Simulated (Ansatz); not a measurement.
## C3H10OSi (SMILES C[Si](C)(C)O): methods side by side

C3H10OSi: 15 atoms, total charge 0, spin state singlet. As SMILES, `C[Si](C)(C)O`. The coordinates come from a PBE0-D4/def2-TZVP relaxation. This is one conformer, not always the lowest.

Each level gives the electronic atomisation energy (eV). The values are calculated. Electronic energies at fixed atoms, without zero-point motion or spin-orbit coupling.

| level | kind | program | value (eV) | less CCSD(T)/6-31G* | CPU time (all runs) |
| --- | --- | --- | --- | --- | --- |
| HF/6-31G* (spherical functions) | Hartree–Fock | Ansatz | 44.56 | -9.44 | 4.7 s |
| revPBE/6-31G* (spherical functions) | GGA | Ansatz | 57.93 | +3.93 | 14 s |
| r2SCAN/6-31G* (spherical functions) | meta-GGA | Ansatz | 59.20 | +5.20 | 29 s |
| r2SCAN0/6-31G* (spherical functions) | hybrid meta-GGA | Ansatz | 58.63 | +4.63 | 31 s |
| wB97X/6-31G* (spherical functions) | range-separated hybrid | Ansatz | 59.33 | +5.33 | 53 s |
| B2PLYP/6-31G* (spherical functions) | double hybrid | Ansatz | 57.43 | +3.43 | 19 s |
| PBE-QIDH/6-31G* (spherical functions) | double hybrid | Ansatz | 57.47 | +3.47 | 20 s |
| RPA@PBE/6-31G* (spherical functions) | RPA | Ansatz | 52.87 | -1.13 | 23 s |
| RPA@PBE0/6-31G* (spherical functions) | RPA | Ansatz | 53.49 | -0.51 | 25 s |
| CCSD(T)/6-31G* (spherical functions) | coupled cluster or CI | Ansatz | 54.00 | 0.00 | 46 s |

Differences are taken from CCSD(T)/6-31G* (spherical functions) for orientation; it has basis-set and higher-order errors of its own. Correlated wave functions underbind in double-zeta sets. The values span 44.56 to 59.33 eV. In so small a basis fixed costs decide the times, and correlated methods can beat functionals. Times are those of the runs behind each value, whatever else they computed, on shared processors of several kinds: orders of magnitude only.

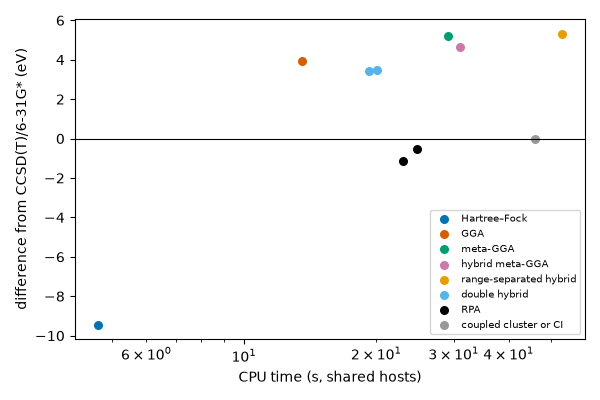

Difference from CCSD(T)/6-31G* against processor time, one point a level.
